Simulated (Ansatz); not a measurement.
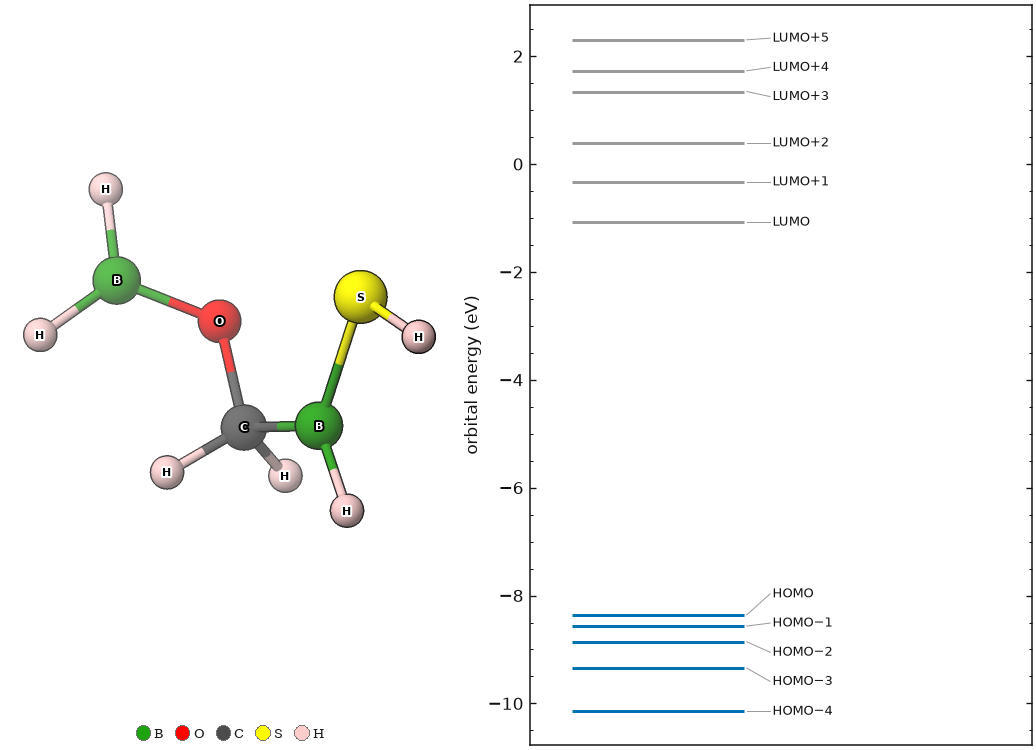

CH₆B₂OS, SMILES BOCBS. Kohn-Sham orbital energies near the frontier, PBE0/def2-TZVPP in the Ansatz code 0.2.0, at a PBE0-D4/def2-TZVP geometry (no frequency check), isolated molecule; empty levels in grey, levels within 0.03 eV side by side.

> Where do the frontier orbitals lie?

HOMO at −8.36 eV, LUMO at −1.08 eV, 7.28 eV apart.

> How far below the HOMO does the next level lie?

0.21 eV.

> List the levels.

```csv
orbital,energy (eV)
LUMO+5,2.30
LUMO+4,1.73
LUMO+3,1.34
LUMO+2,0.39
LUMO+1,−0.33
LUMO,−1.08
HOMO,−8.36
HOMO−1,−8.57
HOMO−2,−8.86
HOMO−3,−9.34
HOMO−4,−10.15
```

Caveats: one conformer of a flexible molecule; empty levels above zero depend strongly on the basis.
